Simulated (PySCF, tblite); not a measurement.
# P₅−: dynamics, then NMR shifts and electronic excitations on frames, part 2 of 2

tblite 0.8.0 and PySCF 2.14.0. Atoms count from 0. The steps go on from the part before.

## 9. Nuclear shieldings: 800 fs, PBE0/pcSseg-1

The job: settings as JSON, then the geometry in Å.

```
{"job": {"kind": "nmr", "xc": "PBE0", "basis": "pcSseg-1", "pop": false}, "charge": -1, "multiplicity": 1}
P     -0.103700     1.212900    -1.191900
P     -1.718200    -0.078100    -1.654600
P     -1.223400    -1.997300    -0.876500
P      0.662000    -1.988500     0.040100
P      1.335300     0.013200    -0.154500
```

Method: GIAO PBE0/pcSseg-1 NMR shielding, non-relativistic, gas phase.

Log:

```text
coarse grid: 8120 points
cycle   1  E = -1706.1498621796  dE =  4.302e-01  |g| = 1.791e-01  |ddm| = 3.009e+00
cycle   2  E = -1706.1552169329  dE = -5.355e-03  |g| = 1.260e-01  |ddm| = 6.135e-01
cycle   3  E = -1706.1600010281  dE = -4.784e-03  |g| = 5.283e-02  |ddm| = 2.561e-01
cycle   4  E = -1706.1606616651  dE = -6.606e-04  |g| = 2.431e-02  |ddm| = 9.900e-02
cycle   5  E = -1706.1608582043  dE = -1.965e-04  |g| = 7.552e-03  |ddm| = 4.588e-02
cycle   6  E = -1706.1608757120  dE = -1.751e-05  |g| = 3.947e-03  |ddm| = 1.754e-02
cycle   7  E = -1706.1608815304  dE = -5.818e-06  |g| = 4.216e-04  |ddm| = 6.253e-03
final grid: 59632 points
cycle   8  E = -1706.1909298246  dE = -1.366e-05  |g| = 1.764e-03  |ddm| = 2.417e-02
cycle   9  E = -1706.1909290099  dE =  8.147e-07  |g| = 2.272e-03  |ddm| = 6.761e-03
cycle  10  E = -1706.1909305440  dE = -1.534e-06  |g| = 9.746e-04  |ddm| = 4.850e-03
cycle  11  E = -1706.1909309134  dE = -3.694e-07  |g| = 1.740e-04  |ddm| = 1.807e-03
cycle  12  E = -1706.1909309229  dE = -9.536e-09  |g| = 6.781e-05  |ddm| = 3.427e-04
cycle  13  E = -1706.1909309241  dE = -1.128e-09  |g| = 3.656e-05  |ddm| = 1.485e-04
cycle  14  E = -1706.1909309246  dE = -5.116e-10  |g| = 8.138e-06  |ddm| = 6.646e-05
converged SCF energy = -1706.1909309246

GIAO shielding tensors (ppm)
atom      isotropic    diamagn.    paramagn.     s11        s22        s33       span
  0 P     -240.015     968.382   -1208.398   -450.013   -421.564    151.532    601.546
  1 P     -237.928     968.526   -1206.454   -450.467   -387.728    124.411    574.878
  2 P     -260.157     968.310   -1228.467   -549.887   -321.086     90.503    640.389
  3 P     -187.598     968.830   -1156.428   -421.112   -348.846    207.165    628.278
  4 P     -296.038     968.156   -1264.194   -593.953   -340.730     46.570    640.522
```

Wall time 18 s (1 thread, shared host).

Key values: δ P4 614.4, P2 578.5, P0 558.4, P1 556.3 ppm.

## 10. Excited states and response: 800 fs, PBE0/def2-SVPD

The job: settings as JSON, then the geometry in Å.

```
{"job": {"kind": "uv", "xc": "PBE0", "basis": "def2-SVPD", "nstates": 5, "ntriplets": 0}, "charge": -1, "multiplicity": 1}
P     -0.103700     1.212900    -1.191900
P     -1.718200    -0.078100    -1.654600
P     -1.223400    -1.997300    -0.876500
P      0.662000    -1.988500     0.040100
P      1.335300     0.013200    -0.154500
```

With the program's defaults for keys left out, this is: TDDFT PBE0/def2-SVPD, vertical, gas phase, core orbitals frozen in the response.

Log:

```text
coarse grid: 8120 points
cycle   1  E = -1705.5421918479  dE =  3.950e-01  |g| = 1.905e-01  |ddm| = 3.485e+00
cycle   2  E = -1705.5405226163  dE =  1.669e-03  |g| = 2.294e-01  |ddm| = 1.261e+00
cycle   3  E = -1705.5602384202  dE = -1.972e-02  |g| = 2.506e-02  |ddm| = 3.861e-01
cycle   4  E = -1705.5601889478  dE =  4.947e-05  |g| = 2.728e-02  |ddm| = 8.751e-02
cycle   5  E = -1705.5604592579  dE = -2.703e-04  |g| = 8.155e-03  |ddm| = 5.263e-02
cycle   6  E = -1705.5604827987  dE = -2.354e-05  |g| = 3.426e-03  |ddm| = 1.830e-02
cycle   7  E = -1705.5604875837  dE = -4.785e-06  |g| = 3.809e-04  |ddm| = 6.524e-03
final grid: 59632 points
cycle   8  E = -1705.7426507977  dE = -1.231e-05  |g| = 2.054e-03  |ddm| = 5.209e-02
cycle   9  E = -1705.7426502799  dE =  5.178e-07  |g| = 2.282e-03  |ddm| = 1.049e-02
cycle  10  E = -1705.7426518311  dE = -1.551e-06  |g| = 1.080e-03  |ddm| = 5.162e-03
cycle  11  E = -1705.7426522905  dE = -4.594e-07  |g| = 3.012e-04  |ddm| = 2.146e-03
cycle  12  E = -1705.7426523270  dE = -3.651e-08  |g| = 3.806e-05  |ddm| = 5.196e-04
cycle  13  E = -1705.7426523272  dE = -1.992e-10  |g| = 3.038e-05  |ddm| = 1.066e-04
converged SCF energy = -1705.7426523272

Static polarisability (au): isotropic 140.152, principal 85.611 165.086 169.758

Singlet excitations
state   eV       nm        f      main configurations
  1   3.1487    393.8   0.00002   H->L 0.96
  2   3.2123    386.0   0.00001   H->L+1 0.96
  3   3.5553    348.7   0.00006   H-3->L 0.98
  4   3.6181    342.7   0.00299   H-1->L 0.50, H-2->L+1 0.23, H-3->L+1 0.21
  5   3.6215    342.4   0.00105   H-3->L+1 0.70, H-1->L 0.13
```

Wall time 14 s (1 thread, shared host).

In short: HOMO -2.23 eV, LUMO 2.17 eV; lowest singlet 3.15 eV.

## 11. NMR shieldings: 1000 fs, PBE0/pcSseg-1

The job: settings as JSON, then the geometry in Å.

```
{"job": {"kind": "nmr", "xc": "PBE0", "basis": "pcSseg-1", "pop": false}, "charge": -1, "multiplicity": 1}
P     -0.068700     1.330700    -0.623100
P     -1.734900     0.115300    -1.353800
P     -1.274600    -1.784500    -0.710800
P      0.573300    -1.816400     0.267300
P      1.462600     0.117600     0.207100
```

Method: GIAO PBE0/pcSseg-1 NMR shielding, non-relativistic, gas phase.

Log:

```text
coarse grid: 8120 points
cycle   1  E = -1706.1449491521  dE =  4.564e-01  |g| = 1.832e-01  |ddm| = 3.023e+00
cycle   2  E = -1706.1492311647  dE = -4.282e-03  |g| = 1.434e-01  |ddm| = 6.417e-01
cycle   3  E = -1706.1550267231  dE = -5.796e-03  |g| = 6.794e-02  |ddm| = 3.051e-01
cycle   4  E = -1706.1561789743  dE = -1.152e-03  |g| = 3.487e-02  |ddm| = 1.478e-01
cycle   5  E = -1706.1566291619  dE = -4.502e-04  |g| = 8.573e-03  |ddm| = 6.511e-02
cycle   6  E = -1706.1566531383  dE = -2.398e-05  |g| = 3.421e-03  |ddm| = 1.714e-02
cycle   7  E = -1706.1566571797  dE = -4.041e-06  |g| = 6.997e-04  |ddm| = 5.458e-03
final grid: 59632 points
cycle   8  E = -1706.1868362756  dE = -1.262e-05  |g| = 2.414e-03  |ddm| = 2.442e-02
cycle   9  E = -1706.1868296311  dE =  6.644e-06  |g| = 4.697e-03  |ddm| = 1.162e-02
cycle  10  E = -1706.1868381803  dE = -8.549e-06  |g| = 9.219e-04  |ddm| = 8.644e-03
cycle  11  E = -1706.1868384825  dE = -3.023e-07  |g| = 1.515e-04  |ddm| = 1.643e-03
cycle  12  E = -1706.1868384868  dE = -4.233e-09  |g| = 9.836e-05  |ddm| = 3.612e-04
cycle  13  E = -1706.1868384899  dE = -3.153e-09  |g| = 3.902e-05  |ddm| = 2.099e-04
cycle  14  E = -1706.1868384905  dE = -5.866e-10  |g| = 8.033e-06  |ddm| = 6.920e-05
converged SCF energy = -1706.1868384905

GIAO shielding tensors (ppm)
atom      isotropic    diamagn.    paramagn.     s11        s22        s33       span
  0 P     -361.027     967.736   -1328.763   -708.618   -377.063      2.600    711.218
  1 P     -217.318     968.922   -1186.240   -457.901   -335.903    141.850    599.751
  2 P     -178.104     969.007   -1147.111   -459.934   -330.406    256.029    715.963
  3 P     -247.802     968.272   -1216.073   -515.229   -266.857     38.681    553.910
  4 P     -211.980     968.411   -1180.392   -508.312   -371.032    243.403    751.716
```

Run time: 16 s. Hardware: 1 thread, shared host.

Key values: δ P0 679.4, P3 566.2, P1 535.7, P4 530.4 ppm.

## 12. Ultraviolet spectrum: 1000 fs, PBE0/def2-SVPD

The job: settings as JSON, then the geometry in Å.

```
{"job": {"kind": "uv", "xc": "PBE0", "basis": "def2-SVPD", "nstates": 5, "ntriplets": 0}, "charge": -1, "multiplicity": 1}
P     -0.068700     1.330700    -0.623100
P     -1.734900     0.115300    -1.353800
P     -1.274600    -1.784500    -0.710800
P      0.573300    -1.816400     0.267300
P      1.462600     0.117600     0.207100
```

Level: TDDFT PBE0/def2-SVPD, vertical, gas phase, core orbitals frozen in the response.

Log:

```text
coarse grid: 8120 points
cycle   1  E = -1705.5373461425  dE =  4.212e-01  |g| = 1.951e-01  |ddm| = 3.511e+00
cycle   2  E = -1705.5341051443  dE =  3.241e-03  |g| = 2.421e-01  |ddm| = 1.300e+00
cycle   3  E = -1705.5558637769  dE = -2.176e-02  |g| = 3.616e-02  |ddm| = 4.213e-01
cycle   4  E = -1705.5557462831  dE =  1.175e-04  |g| = 3.942e-02  |ddm| = 1.221e-01
cycle   5  E = -1705.5563623200  dE = -6.160e-04  |g| = 9.652e-03  |ddm| = 7.313e-02
cycle   6  E = -1705.5563965462  dE = -3.423e-05  |g| = 3.149e-03  |ddm| = 2.001e-02
cycle   7  E = -1705.5564004465  dE = -3.900e-06  |g| = 5.215e-04  |ddm| = 6.524e-03
final grid: 59632 points
cycle   8  E = -1705.7386793044  dE = -1.173e-05  |g| = 2.340e-03  |ddm| = 5.190e-02
cycle   9  E = -1705.7386759044  dE =  3.400e-06  |g| = 3.626e-03  |ddm| = 1.247e-02
cycle  10  E = -1705.7386806693  dE = -4.765e-06  |g| = 1.282e-03  |ddm| = 7.612e-03
cycle  11  E = -1705.7386813328  dE = -6.635e-07  |g| = 2.723e-04  |ddm| = 2.466e-03
cycle  12  E = -1705.7386813606  dE = -2.784e-08  |g| = 4.807e-05  |ddm| = 4.764e-04
cycle  13  E = -1705.7386813612  dE = -5.575e-10  |g| = 2.929e-05  |ddm| = 1.186e-04
converged SCF energy = -1705.7386813612

Static polarisability (au): isotropic 139.906, principal 85.695 164.100 169.924

Singlet excitations
state   eV       nm        f      main configurations
  1   2.9738    416.9   0.00040   H->L 0.72, H-1->L 0.27
  2   3.2187    385.2   0.00045   H->L+1 0.72, H-1->L+1 0.27
  3   3.4775    356.5   0.00038   H-3->L 0.71, H-2->L 0.24
  4   3.5134    352.9   0.01145   H-1->L 0.57, H->L 0.21, H-2->L+1 0.15
  5   3.6323    341.3   0.00073   H-1->L+1 0.43, H-2->L 0.26, H-3->L 0.15
```

Run time: 14 s. Hardware: 1 thread, shared host.

In short: HOMO -2.10 eV, LUMO 2.08 eV; lowest singlet 2.97 eV.

## 13. Side by side: NMR shifts

Shifts (ppm), with basis size and wall time:

```tsv
frame	P0	P1	P3	P2	P4	functions	time
250 fs	499.7	476.4	474.8	468.5	428.2	120	19 s
425 fs	526.1	560.4	455.9	533.3	494.2	120	18 s
625 fs	478.1	524.7	470.4	431.4	408.8	120	18 s
800 fs	558.4	556.3	506.0	578.5	614.4	120	18 s
1000 fs	679.4	535.7	566.2	496.5	530.4	120	16 s
```

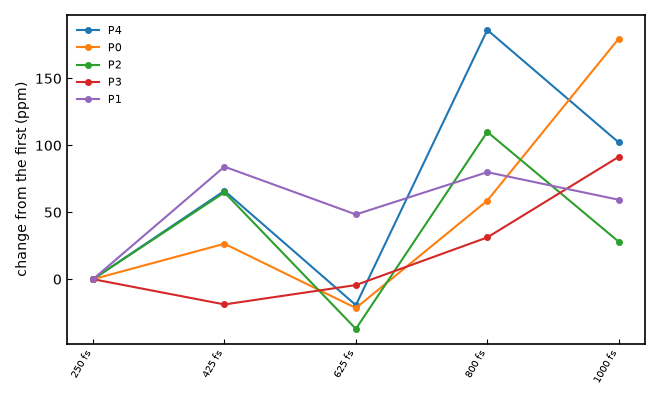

How the tabulated atoms move from run to run.

## 14. Comparing the runs: electronic excitations

Excitations and ground-state properties, with basis size and wall time:

```tsv
frame	lowest singlet (eV)	brightest (eV)	f	gap (eV)	α (Å³)	functions	time
250 fs	3.31	3.81	0.003	4.53	20.07	120	16 s
425 fs	3.27	3.71	0.004	4.48	20.43	120	16 s
625 fs	3.14	3.84	0.005	4.40	20.03	120	16 s
800 fs	3.15	3.62	0.003	4.41	20.77	120	14 s
1000 fs	2.97	3.51	0.011	4.18	20.73	120	14 s
```

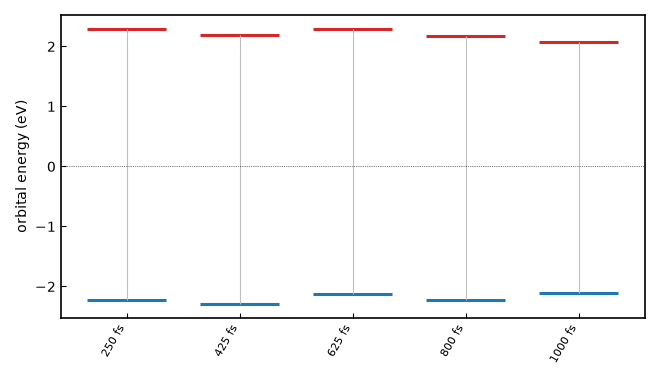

HOMO (blue) and LUMO (red) run by run.

## 15. Summary of results

What follows sums up all 2 parts.

| quantity | value |
| --- | --- |
| thermostat | 300 K |
| mean temperature, second half | 312 K |
| mean potential energy above the minimum | 0.15 eV |
| ³¹P shifts against H3PO4 (PBE0/pcSseg-1, 250 fs) | 499.7, 476.4, 474.8, 468.5, 428.2 ppm |
| lowest singlet (PBE0/def2-SVPD, 250 fs) | 3.31 eV (375 nm), f = 0.000 |
| brightest single state of those computed | state 5, 3.81 eV, f = 0.003 |
| range of the shift of P4 | 408.8 to 614.4 ppm |
| range of the lowest singlet | 2.97 to 3.31 eV |

In words: In the second half the potential energy averages 0.15 eV above the minimum; equipartition over 9 harmonic modes at 300 K would give 0.12 eV. With 5 atoms the temperature swings widely (109 to 668 K). Shifts at one fixed geometry are not the observed spectrum, which averages over the motion. In the first frame run (250 fs): The first singlet state (HOMO→LUMO 0.75, HOMO−1→LUMO 0.18) lies at 3.31 eV and is dark; of the 5 states computed, the strongest absorption comes from state 5 at 3.81 eV (the last computed, so partners may be missing). The lowest singlet lies above −ε(HOMO); no detachment energy was computed, so the anion's states may not be bound. In ppm, P4 moves most: its shift spreads over 205.6 ppm, from 408.8 (625 fs) to 614.4 (800 fs). The lowest singlet runs from 2.97 eV (1000 fs) to 3.31 eV (250 fs), while the orbital gap spans 4.18 to 4.53 eV. The lowest state need not be the same one in every run.
